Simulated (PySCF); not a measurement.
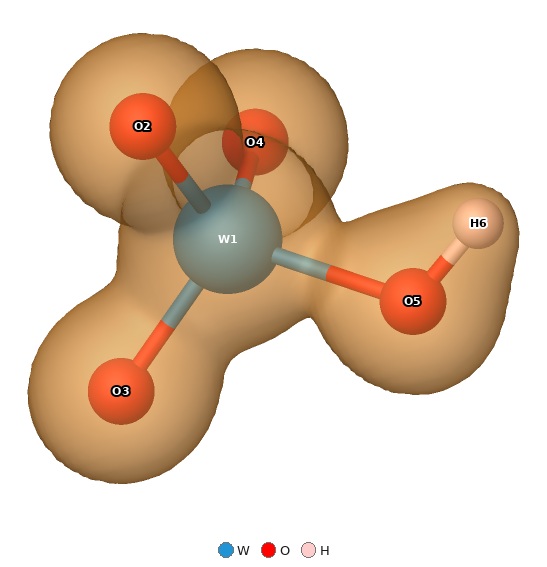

The picture shows: HO$_{4}$W (charge −1). Isosurface of the electron density at 0.5 e/Å³ (orange), seen at a tilt.

Core potentials replace the inner electrons of W.

These are results of RKS TPSS, W def2-SVP with ECP60, O def2-SVP, H def2-SVP; non-relativistic Hamiltonian with scalar-relativistic core potentials where named; density fitting in PySCF 2.14.0, not measurements.

```yaml
atoms:
  - { symbol: W, position_ang: [0.0000, -0.0220, -0.0443] }
  - { symbol: O, position_ang: [1.4380, 0.0203, -1.0752] }
  - { symbol: O, position_ang: [0.0000, 1.3558, 1.0643] }
  - { symbol: O, position_ang: [-1.4380, 0.0203, -1.0752] }
  - { symbol: O, position_ang: [0.0000, -1.6852, 1.0067] }
  - { symbol: H, position_ang: [0.0000, -2.4943, 0.4652] }
```

Which contacts does the surface bridge?

Answer. At this value the surface is in one piece. It bridges the sampled W–O (1.77 Å), O–H (0.97 Å) and W–O (1.97 Å) contacts, where the density stays above the isovalue. On the grid the lowest density along these lines, outside the cores, is 1.5 e/Å³ (W–O, 1.77 Å), 2.3 e/Å³ (O–H, 0.97 Å) and 0.87 e/Å³ (W–O, 1.97 Å).
